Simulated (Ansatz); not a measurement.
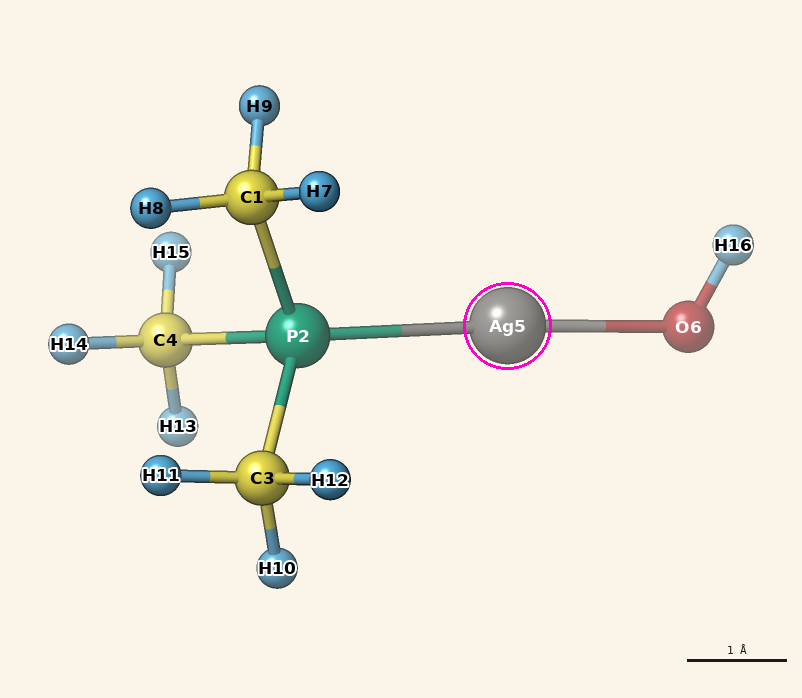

(Drawn from a calculation with Ansatz.)

Orthographic view. Depth is shown by fading: the farther an atom, the more it takes the colour of the background. State: charge +1, doublet. Geometry: the geometry of the neutral molecule. Other spin states may lie lower.

Question: Which atoms are bonded to the circled atom?

Answer: The circled atom is Ag5; it is bonded to P2, O6.

Question: What is the shortest path along bonds from the circled atom to H11?

Answer: Ag5–P2–C3–H11, 3 bonds; through space the two are 4.45 Å apart.

Question: Of C3 and H12, which is nearer the viewer?

Answer: H12; the bond to C3 points away from the viewer, so it looks shorter than its 1.09 Å.
